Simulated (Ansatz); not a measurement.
Two G0W0 runs on GaSi2P (zincblende [110] superlattice) (Pmn2_1).

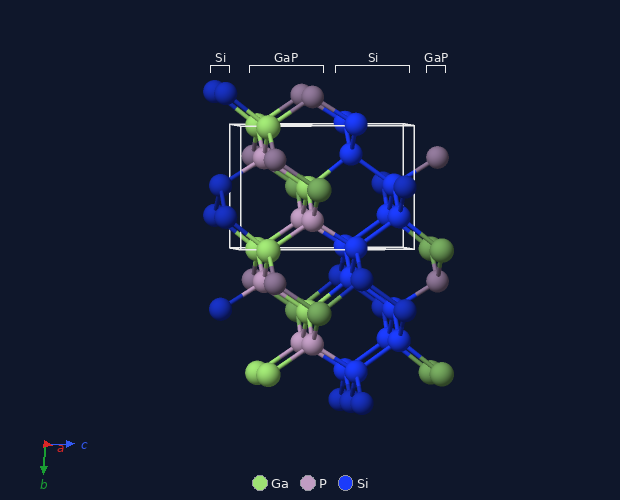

The structure (gallium green, phosphorus pink, silicon blue). 1×2×1 cells are drawn. Some periodic images of atoms are drawn too.

The structure was built from a prototype and need not be the compound's stable phase.

```yaml
crystal:
  lattice:
    - [3.84216, 0.00000, 0.00000]
    - [0.00000, 5.43752, 0.00000]
    - [0.00000, 0.00000, 7.68376]
  atoms:
    - { symbol: Ga, position: [0.00000, 0.01055, 0.11957] }
    - { symbol: P, position: [0.50000, 0.26586, 0.12631] }
    - { symbol: Ga, position: [0.50000, 0.51055, 0.38151] }
    - { symbol: P, position: [0.00000, 0.76586, 0.37477] }
    - { symbol: Si, position: [0.00000, 0.98756, 0.62519] }
    - { symbol: Si, position: [0.50000, 0.23603, 0.62752] }
    - { symbol: Si, position: [0.50000, 0.48756, 0.87589] }
    - { symbol: Si, position: [0.00000, 0.73603, 0.87356] }
```

The structure was relaxed with PBEsol. The runs that relaxed it are not among those shown.

The first (Ansatz 0.2.0; start PBEsol, 6×4×4 mesh, 710 empty bands, screening to 156 eV, PAW set soft_1 files; 1 × NVIDIA GB200 (shared by 2 runs) with 32 threads of Arm Neoverse V2, shared host) gave, on its mesh: starting gap 0.82 eV, G0W0 gap 1.43 eV, RPA ε∞ (mean) 12.59, 71 s.

Q: The second changes empty bands from 710 to 290 and screening cutoff (eV) from 156.0 to 86. What does it give?

It gave: starting gap 0.82 eV, G0W0 gap 1.32 eV, RPA ε∞ (mean) 12.59, 14 s. The G0W0 gap moves by −0.10 eV, +0.00 eV from the start and −0.10 eV from the correction. Σc changes by +0.21 eV at the valence top and +0.11 eV at the conduction bottom, and Σx − Vxc between them by +0.00 eV.

Limits: not at the basis limit; no spin-orbit coupling; coarse k mesh.

[Paths, hosts, dates, memory and timing lines, banners, echoed tables and standing remarks are left out of the program output.]

[Logs are printed without paths, hosts, clocks, repeated set-up lines and the standing remarks that a program may print on its own settings, such as how far it seeks lower states.]

[Runs of the session that timed out or met a known fault of the program may be left out.]

[Cells called generated may have been cut or substituted from an entry of the Crystallography Open Database or the Materials Project.]

[Hosts, paths, dates, database ids (printed as entryN), source tags and the programs' standing remarks are cut or masked in the printed files.]
